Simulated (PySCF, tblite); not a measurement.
# FH₅NOSi₂ radical, a small gas-phase stand-in for a defect centre (Si site with back bonds [SiH3], O, F): EPR parameters

What EPR parameters should one expect for `[NH][Si](O)(F)[SiH3]`? It is drawn as: nitrogen radical.

Programs: tblite 0.8.0 and PySCF 2.14.0. All values are calculated, for the isolated system unless a continuum is named. Atoms count from 0, parts from 1.

## (1) Starting point

10 atoms, charge 0, multiplicity 2; geometry: distance geometry start.

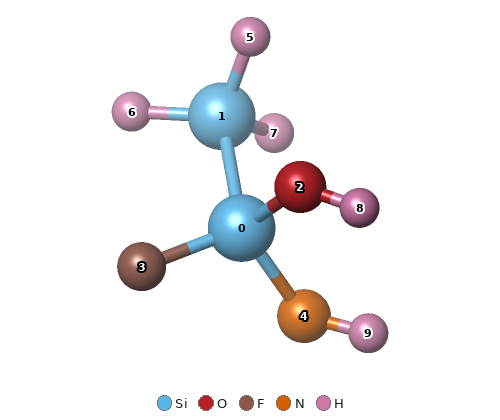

The starting geometry (silicon blue, oxygen red, fluorine brown, nitrogen orange, hydrogen pink), atoms numbered.

## (2) Geometry optimisation with GFN2-xTB

What the job is given:

```
{"job": {"kind": "relax", "xc": "GFN2-xTB", "basis": "xTB"}, "charge": 0, "multiplicity": 2}
Si    -0.809309     0.397357     1.182606
Si    -0.621240    -0.150206    -0.992007
O     -1.963937    -0.696822     1.942796
F      0.698600     0.257763     1.901600
N     -1.384718     2.112576     1.311295
H     -1.333747    -1.347916    -1.204849
H      0.734535    -0.304157    -1.309836
H     -1.194659     0.886471    -1.776172
H     -2.814798    -0.413947     2.353120
H     -2.311176     2.404444     1.635130
```

With the program's defaults for keys left out, this is: GFN2-xTB geometry optimisation, gas phase.

Launch:

```sh
$ OMP_NUM_THREADS=1 python cluster_run.py task.json out
```

One launch serves the whole session: the jobs run in the order shown.

The log of the run:

```text
step      E/eV     max force
  0    -482.51945    4.550
  1    -483.03567    3.129
  2    -483.23944    5.999
  3    -483.44122    1.253
  4    -483.47244    0.648
  5    -483.50369    0.924
  6    -483.52209    0.870
  7    -483.53923    0.366
  8    -483.54621    0.283
  9    -483.55816    0.552
 10    -483.56977    0.661
 11    -483.58092    0.391
 12    -483.58702    0.222
 13    -483.59154    0.286
 14    -483.59753    0.470
 15    -483.60353    0.397
 16    -483.60808    0.238
 17    -483.61146    0.156
 18    -483.61500    0.320
 19    -483.61913    0.336
 20    -483.62385    0.281
 21    -483.62682    0.149
 22    -483.62881    0.205
 23    -483.63035    0.123
 24    -483.63170    0.112
 25    -483.63268    0.114
 26    -483.63452    0.142
 27    -483.63628    0.145
 28    -483.63787    0.131
 29    -483.63922    0.142
 30    -483.64103    0.174
 31    -483.64402    0.182
 32    -483.64797    0.275
 33    -483.65068    0.504
 34    -483.61992    1.449
 35    -483.65396    0.272
 36    -483.65604    0.389
 37    -483.65916    0.305
 38    -483.64610    1.458
 39    -483.66735    0.190
 40    -483.67190    0.150
 41    -483.63750    1.860
 42    -483.67849    0.150
 43    -483.68211    0.115
 44    -483.68142    0.837
 45    -483.68794    0.119
 46    -483.68939    0.142
 47    -483.69193    0.268
 48    -483.69349    0.184
 49    -483.69809    0.140
 50    -483.70090    0.196
 51    -483.70422    0.232
 52    -483.70650    0.311
 53    -483.70995    0.104
 54    -483.71243    0.194
 55    -483.71458    0.176
 56    -483.71571    0.263
 57    -483.71844    0.315
 58    -483.72086    0.162
 59    -483.72243    0.226
 60    -483.72339    0.160
 61    -483.72450    0.100
 62    -483.72545    0.161
 63    -483.72784    0.173
 64    -483.72936    0.209
 65    -483.73128    0.179
 66    -483.73210    0.237
 67    -483.73286    0.077
 68    -483.73317    0.062
 69    -483.73353    0.064
 70    -483.73382    0.068
 71    -483.73426    0.101
 72    -483.73464    0.123
 73    -483.73499    0.118
 74    -483.73530    0.097
 75    -483.73565    0.073
 76    -483.73597    0.050
 77    -483.73618    0.030
 78    -483.73631    0.031
 79    -483.73640    0.071
 80    -483.73653    0.033
 81    -483.73672    0.028
 82    -483.73713    0.040
 83    -483.73731    0.043
 84    -483.73766    0.042
 85    -483.73789    0.032
 86    -483.73809    0.039
 87    -483.73822    0.037
 88    -483.73830    0.026
 89    -483.73834    0.018
 90    -483.73838    0.018
 91    -483.73843    0.023
 92    -483.73851    0.026
 93    -483.73861    0.023
 94    -483.73869    0.019
 95    -483.73871    0.018
 96    -483.73874    0.018
 97    -483.73877    0.020
 98    -483.73882    0.023
 99    -483.73887    0.025
100    -483.73892    0.027
101    -483.73896    0.027
102    -483.73900    0.023
103    -483.73902    0.016
104    -483.73904    0.010
105    -483.73906    0.010
106    -483.73908    0.012
107    -483.73910    0.013
108    -483.73912    0.015
109    -483.73917    0.024
110    -483.73929    0.041
111    -483.73953    0.064
112    -483.73995    0.083
113    -483.74038    0.075
114    -483.74070    0.038
115    -483.74081    0.034
116    -483.74090    0.035
117    -483.74102    0.034
118    -483.74133    0.040
119    -483.74148    0.039
120    -483.74195    0.061
121    -483.74250    0.062
122    -483.74295    0.057
123    -483.74321    0.045
124    -483.74343    0.031
125    -483.74361    0.036
126    -483.74384    0.041
127    -483.74421    0.045
128    -483.74468    0.055
129    -483.74502    0.073
130    -483.74535    0.059
131    -483.74570    0.057
132    -483.74595    0.048
133    -483.74648    0.049
134    -483.74688    0.051
135    -483.74721    0.039
136    -483.74735    0.074
137    -483.74756    0.057
138    -483.74777    0.033
139    -483.74811    0.058
140    -483.74835    0.056
141    -483.74854    0.043
142    -483.74866    0.024
143    -483.74876    0.017
144    -483.74882    0.013
145    -483.74884    0.014
146    -483.74885    0.011
147    -483.74886    0.006
```

Run time: 1.8 s. Hardware: 1 thread of Arm Neoverse V1, shared host.

The steps of the relaxation:

```csv
step,energy from step 0 (eV),largest force (eV/Å)
0,0.0000,4.5498
6,-1.0026,0.8701
12,-1.0676,0.2222
18,-1.0956,0.3202
24,-1.1123,0.1114
30,-1.1216,0.1738
36,-1.1366,0.3890
42,-1.1590,0.1496
48,-1.1740,0.1843
54,-1.1930,0.1942
60,-1.2039,0.1596
66,-1.2126,0.2373
72,-1.2152,0.1231
78,-1.2169,0.0309
84,-1.2182,0.0424
90,-1.2189,0.0178
96,-1.2193,0.0182
102,-1.2195,0.0232
108,-1.2197,0.0150
114,-1.2212,0.0375
120,-1.2225,0.0615
126,-1.2244,0.0401
132,-1.2265,0.0481
138,-1.2283,0.0329
144,-1.2294,0.0136
147,-1.2294,0.0055
```

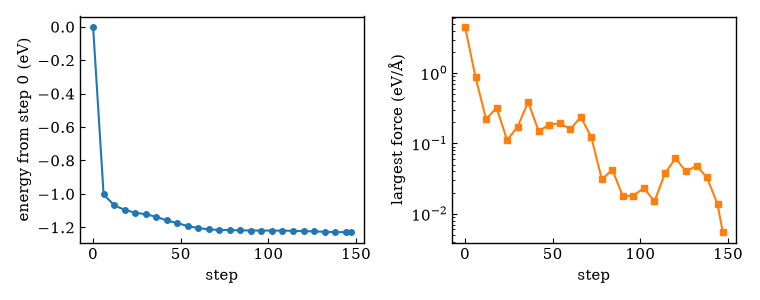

Energy and force, step by step.

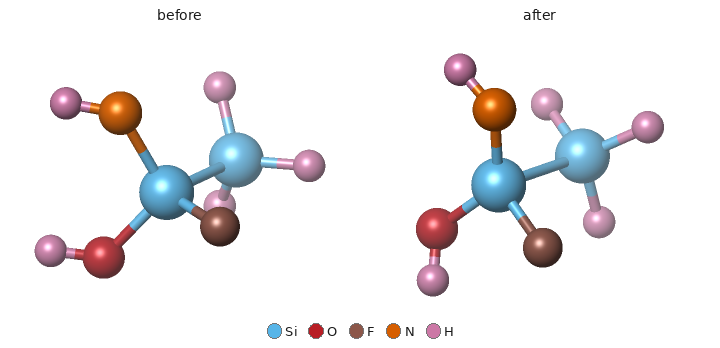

Before and after, at one scale.

Close pairs (by a distance rule), those that changed most:

```csv
bond,before (Å),after (Å),change (Å)
Si0–N4,1.814,1.635,-0.178
Si0–Si1,2.250,2.391,+0.140
Si0–O2,1.763,1.626,-0.137
Si0–F3,1.676,1.615,-0.062
Si1–H5,1.410,1.467,+0.057
Si1–H6,1.401,1.457,+0.056
Si1–H7,1.421,1.461,+0.040
O2–H8,0.986,0.954,-0.032
```

## (3) Relaxing the molecule at PBE0-D3(BJ)/def2-SVP

What the job is given:

```
{"job": {"xc": "PBE0", "basis": "def2-SVP", "d3": "d3bj", "grid": 2, "kind": "geom", "shake": 0.01}, "charge": 0, "multiplicity": 2}
Si    -0.002658     0.220449     0.869734
Si     0.394402    -0.405702    -1.398968
O     -1.353937    -0.652747     1.208764
F      1.212843    -0.521856     1.615282
N      0.186979     1.860112     0.811796
H      0.414545    -1.860831    -1.476992
H      1.701734     0.137008    -1.797356
H     -0.685344     0.117471    -2.213930
H     -1.267481    -1.410235     1.802841
H     -0.559534     2.490750     0.580303
```

The log of the run:

```text
step   0  E = -811.00828320  max force = 0.029353
step   1  E = -811.01706074  max force = 0.022651
step   2  E = -811.01864406  max force = 0.014202
step   3  E = -811.01978253  max force = 0.002198
step   4  E = -811.01991355  max force = 0.001190
step   5  E = -811.01997771  max force = 0.000784
step   6  E = -811.01998587  max force = 0.000463
step   7  E = -811.01999173  max force = 0.000314
optimisation converged
```

It took 75 s on 1 thread of Arm Neoverse V1, shared host; peak memory 0.55 GiB.

The steps of the relaxation:

```
step  energy from step 0 (eV)  largest force component (eV/Å)
   0                   0.0000                          1.5094
   1                  -0.2388                          1.1648
   2                  -0.2819                          0.7303
   3                  -0.3129                          0.1130
   4                  -0.3165                          0.0612
   5                  -0.3182                          0.0403
   6                  -0.3184                          0.0238
   7                  -0.3186                          0.0161
```

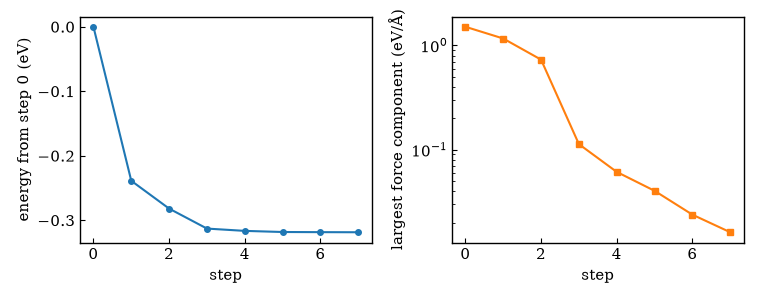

Energy and force, step by step.

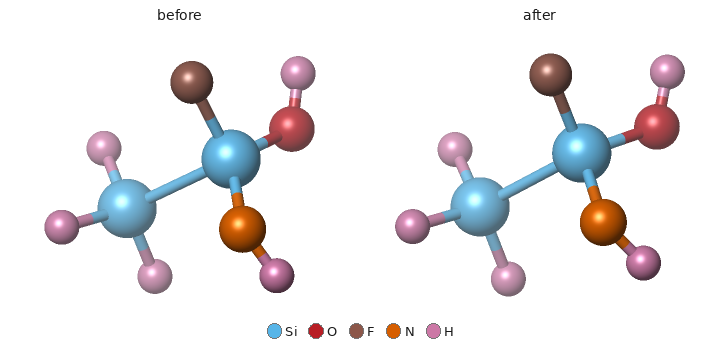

The geometry before (left) and after (right).

Close pairs (by a distance rule), those that changed most:

```csv
bond,before (Å),after (Å),change (Å)
Si0–N4,1.652,1.734,+0.083
Si1–H7,1.450,1.495,+0.044
Si0–Si1,2.387,2.346,-0.041
Si1–H5,1.457,1.496,+0.038
N4–H9,1.004,1.028,+0.024
Si1–H6,1.470,1.493,+0.022
Si0–F3,1.608,1.625,+0.017
Si0–O2,1.644,1.655,+0.011
```

The end geometry stands in the next job.

```
                         at the end point                value
  point group (found at 0.08 Å tolerance)                   C1
rotational constants (GHz, main isotopes)  3.723, 2.090, 2.052
                        dipole moment (D)                 1.88
                                     ⟨S²⟩                0.754
```

## (4) EPR parameters: B3LYP/IGLO-III+pcH-1

What the job is given:

```
{"job": {"kind": "epr"}, "charge": 0, "multiplicity": 2}
Si     0.055926     0.104635     0.779565
Si     0.444329    -0.410549    -1.475734
O     -1.372150    -0.517511     1.339553
F      1.237569    -0.545738     1.685973
N      0.166860     1.832555     0.876690
H      0.424663    -1.895724    -1.651603
H      1.765861     0.124199    -1.917643
H     -0.637329     0.193082    -2.312258
H     -1.324465    -1.229000     1.985585
H     -0.719743     2.318430     0.691300
```

Method: UKS B3LYP, IGLO-III on F N O Si, pcH-1 on H, non-relativistic, mean-field spin-orbit, GIAO.

The log of the run:

```text
UKS, coarse grid
  cycle   1  E = -811.85142012  |g| = 7.27e-01
  cycle   2  E = -811.44371609  |g| = 1.28e+00
  cycle   3  E = -812.04815052  |g| = 5.42e-02
  cycle   4  E = -812.04963157  |g| = 5.46e-02
  cycle   5  E = -812.05074487  |g| = 1.77e-02
  cycle   6  E = -812.05102431  |g| = 5.27e-03
  cycle   7  E = -812.05112434  |g| = 3.42e-03
  cycle   8  E = -812.05115951  |g| = 2.58e-03
  cycle   9  E = -812.05118876  |g| = 1.52e-03
  cycle  10  E = -812.05120087  |g| = 6.47e-04
  cycle  11  E = -812.05120288  |g| = 3.29e-04
UKS, final grid
  cycle   1  E = -812.05125099  |g| = 4.41e-04
  cycle   2  E = -812.05125091  |g| = 7.16e-04
  cycle   3  E = -812.05125108  |g| = 6.11e-05
  cycle   4  E = -812.05125109  |g| = 4.08e-05
  cycle   5  E = -812.05125109  |g| = 3.01e-05
  cycle   6  E = -812.05125110  |g| = 1.18e-05
E = -812.05125110 Eh   <S^2> = 0.7544 (exact 0.7500)
g shifts (ppm)      1          2          3
  rmc          -196       -196       -196
  gc             -5         44         37
  oz_so        -125       1454       6630
  total        -326       1301       6470
hyperfine (MHz)  atom isotope    a_iso     a_fc   dipolar eigenvalues
    0  29Si      22.15      22.21     -5.19      0.69      4.51
    1  29Si     -43.01     -43.09    -13.59      6.13      7.46
    2   17O      -6.32      -6.30     -3.47      1.50      1.97
    3   19F      37.48      37.39    -13.90    -11.14     25.04
    4   14N      25.31      25.20    -39.79    -39.25     79.04
    5    1H      39.33      39.33     -1.61     -0.33      1.93
    6    1H      -3.94      -3.94     -2.19     -1.05      3.24
    7    1H      -4.20      -4.19     -2.17     -1.05      3.22
    8    1H      -0.97      -0.97     -1.92     -1.75      3.67
    9    1H     -54.57     -54.73    -48.91     -8.00     56.90
```

Run time: 50 s. Hardware: 1 thread of Arm Neoverse V1, shared host; peak memory 0.87 GiB.

Principal g values 2.00199, 2.00362, 2.00879; g(iso) = 2.00480, against 2.00232 for a free electron.

Hyperfine couplings, nucleus by nucleus at this fixed geometry (no averaging over rotations):

```csv
nuclei,isotope,a(iso) (MHz),"a(iso) (G, at g = 2.0023)",largest dipolar term (MHz)
H9,1H,-54.6,-19.5,56.9
Si1,29Si,-43.0,-15.3,-13.6
H5,1H,39.3,14.0,1.9
F3,19F,37.5,13.4,25.0
N4,14N,25.3,9.0,79.0
Si0,29Si,22.2,7.9,-5.2
O2,17O,-6.3,-2.3,-3.5
H7,1H,-4.2,-1.5,3.2
H6,1H,-3.9,-1.4,3.2
H8,1H,-1.0,-0.3,3.7
```

Mulliken spin populations:

```
atom  value (e)
 Si0       0.01
 Si1       0.04
  O2       0.01
  F3       0.00
  N4       0.96
  H5       0.02
  H6       0.00
  H7       0.00
  H8       0.00
  H9      -0.03
```

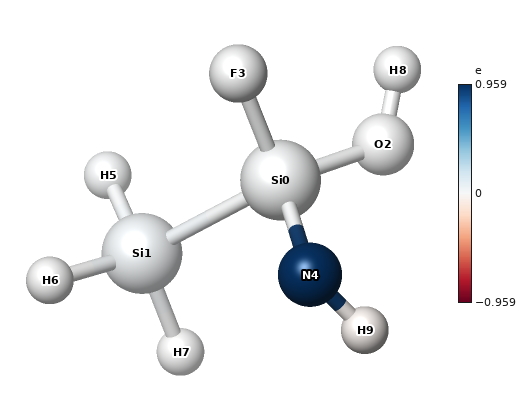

Mulliken spin populations, as colours on the atoms.

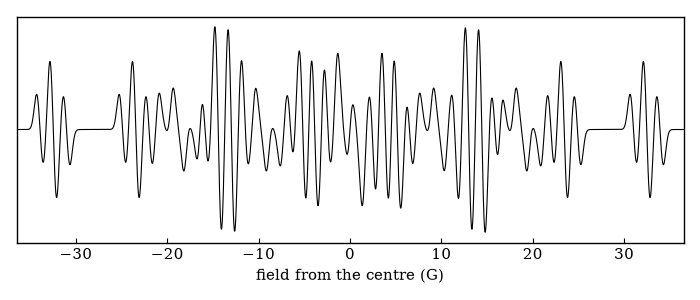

First-order isotropic spectrum (first derivative, main isotopes with spin only, couplings over 0.8 MHz, Gaussian width 0.3 G; couplings of the frozen geometry, rotation of groups not averaged beyond the rows shown).

The fields below are evaluated on a grid from the run's orbitals.

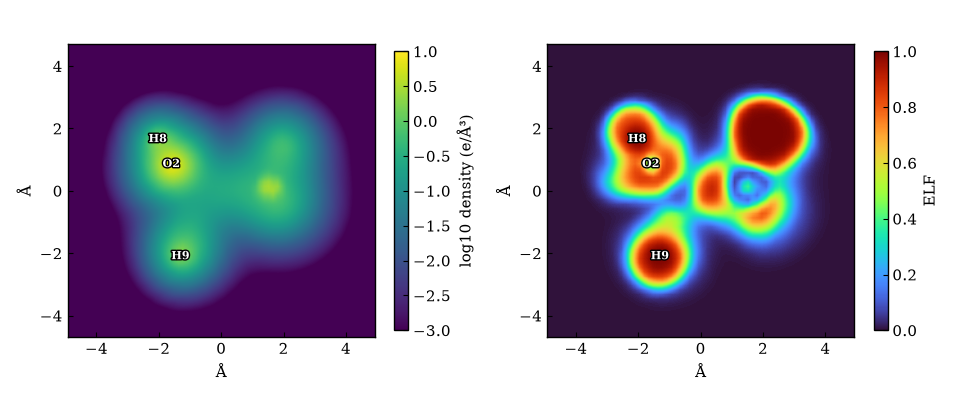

Density (left) and ELF (right) in a plane through or near 3 of the atoms.

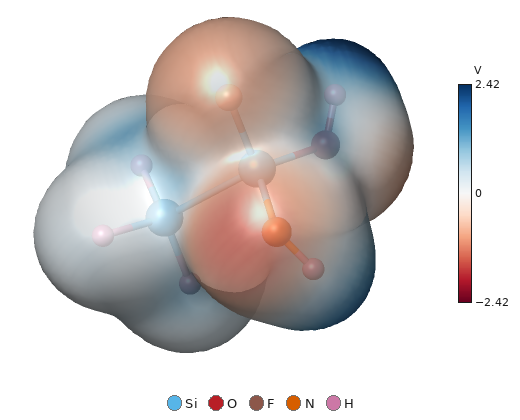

The potential that a unit positive charge feels on the 0.002 e/bohr³ surface, from -1.37 V near N4 to 2.42 V near H8.

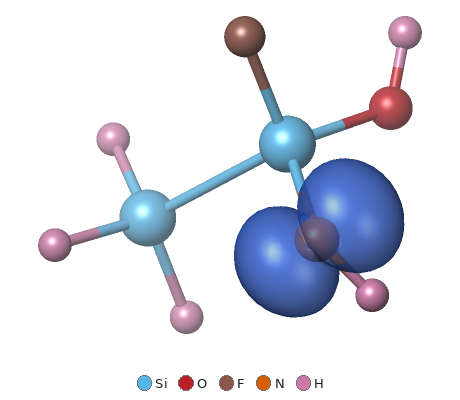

Spin density at ±0.07 e/Å³ (alpha excess blue, beta excess red).

## (5) EPR parameters: BHandHLYP/IGLO-III+pcH-1

The job, as its differences from that of step 4:

```diff
@@ -1,2 +1,2 @@
-{"job": {"kind": "epr"}, "charge": 0, "multiplicity": 2}
+{"job": {"kind": "epr", "xc": "BHandHLYP"}, "charge": 0, "multiplicity": 2}
 Si     0.055926     0.104635     0.779565
```

Level: UKS BHandHLYP, IGLO-III on F N O Si, pcH-1 on H, non-relativistic, mean-field spin-orbit, GIAO.

The log of the run:

```text
UKS, coarse grid
  cycle   1  E = -811.73037685  |g| = 6.19e-01
  cycle   2  E = -811.70594189  |g| = 7.45e-01
  cycle   3  E = -811.89492986  |g| = 4.70e-02
  cycle   4  E = -811.89874936  |g| = 2.44e-02
  cycle   5  E = -811.89988182  |g| = 1.76e-02
  cycle   6  E = -811.90042133  |g| = 8.48e-03
  cycle   7  E = -811.90075049  |g| = 5.93e-03
  cycle   8  E = -811.90096363  |g| = 4.43e-03
  cycle   9  E = -811.90112807  |g| = 3.29e-03
  cycle  10  E = -811.90121678  |g| = 2.01e-03
  cycle  11  E = -811.90125830  |g| = 8.34e-04
  cycle  12  E = -811.90126406  |g| = 5.06e-04
UKS, final grid
  cycle   1  E = -811.90129481  |g| = 4.96e-04
  cycle   2  E = -811.90129489  |g| = 5.46e-04
  cycle   3  E = -811.90129500  |g| = 1.14e-04
  cycle   4  E = -811.90129508  |g| = 8.91e-05
  cycle   5  E = -811.90129512  |g| = 5.43e-05
  cycle   6  E = -811.90129514  |g| = 3.91e-05
  cycle   7  E = -811.90129516  |g| = 1.84e-05
  cycle   8  E = -811.90129516  |g| = 9.41e-06
E = -811.90129516 Eh   <S^2> = 0.7558 (exact 0.7500)
g shifts (ppm)      1          2          3
  rmc          -197       -197       -197
  gc             -8         43         36
  oz_so         -76       1415       7452
  total        -282       1261       7291
hyperfine (MHz)  atom isotope    a_iso     a_fc   dipolar eigenvalues
    0  29Si      35.81      35.88     -4.04     -0.09      4.12
    1  29Si     -37.87     -37.93     -9.71      4.11      5.60
    2   17O      -5.72      -5.72     -2.75      1.23      1.53
    3   19F      31.44      31.40    -11.46     -7.85     19.32
    4   14N      34.25      34.13    -40.44    -39.94     80.38
    5    1H      30.31      30.31     -1.36     -0.41      1.77
    6    1H      -3.80      -3.80     -2.07     -1.19      3.27
    7    1H      -4.09      -4.09     -2.05     -1.19      3.25
    8    1H      -1.15      -1.15     -1.93     -1.70      3.63
    9    1H     -64.17     -64.35    -51.33     -8.39     59.72
```

It took 52 s on 1 thread of Arm Neoverse V1, shared host; peak memory 0.94 GiB.

In short: g(iso) 2.00508.

## (6) Run by run: EPR parameters

g, ⟨S²⟩ and isotropic hyperfine couplings (MHz), with basis size and wall time:

```csv
run,g(iso),⟨S²⟩,1H H9,29Si Si1,1H H5,19F F3,14N N4,functions,time
B3LYP/IGLO-III+pcH-1,2.00480,0.754,-54.6,-43.0,39.3,37.5,25.3,243,50 s
BHandHLYP/IGLO-III+pcH-1,2.00508,0.756,-64.2,-37.9,30.3,31.4,34.2,243,52 s
```

## (7) What came out

| quantity | value |
| --- | --- |
| point group | C1 |
| rotational constants (main isotopes) | 3.72, 2.09, 2.05 GHz |
| g(iso) (B3LYP) | 2.00480 |
| ⟨S²⟩ | 0.754 (exact 0.75) |
| largest a(iso) | 1H on H9, -54.6 MHz |
| potential on the surface of density 0.002 e/bohr³, 1st and 99th percentile | -1.37 V and 2.42 V |

In words: The start of the PBE0/def2-SVP relaxation was shaken at random by about 0.01 Å, so part of the energy gained, and of the first lengths quoted, undoes that. The optimisation took 7 steps and gained 0.319 eV; among the close pairs (by a distance rule), Si0–N4 changed most, from 1.652 to 1.734 Å (PBE0/def2-SVP). No frequency check was run at this level, so the end point may be a saddle. Most of the unpaired spin sits on N4 (0.96 e). The isotropic g lies 2.5 ppt above the free-electron value. The coupling of 1H on H9 runs from -64.2 (BHandHLYP/IGLO-III+pcH-1) to -54.6 MHz (B3LYP/IGLO-III+pcH-1).
